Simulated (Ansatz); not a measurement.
Start from C in the diamond structure (space group Fd-3m, No. 227; a = 3.5538 Å). Axes: x, y, z lie along the cube axes.

One thing is altered: the cell is compressed by 2.00 % along z with no lateral relaxation, atoms relaxed at fixed cell.

The values are results of Ansatz (an electronic-structure program), PBEsol, PAW, cutoff 420 eV, without spin-orbit coupling, not measurements.

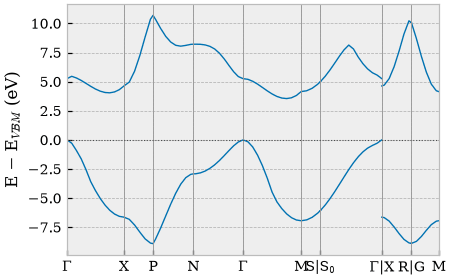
Figure: Highest valence and lowest conduction band along the path of the changed cell's own zone

Problem. Read the changed gap and its character from the plot.

Solution. About 3.5 eV, indirect, Γ → Γ–M (75 % along).

The cells carry an imposed strain or load. Stability against distortions was not tested. k-point labels follow each cell's own Brillouin zone.
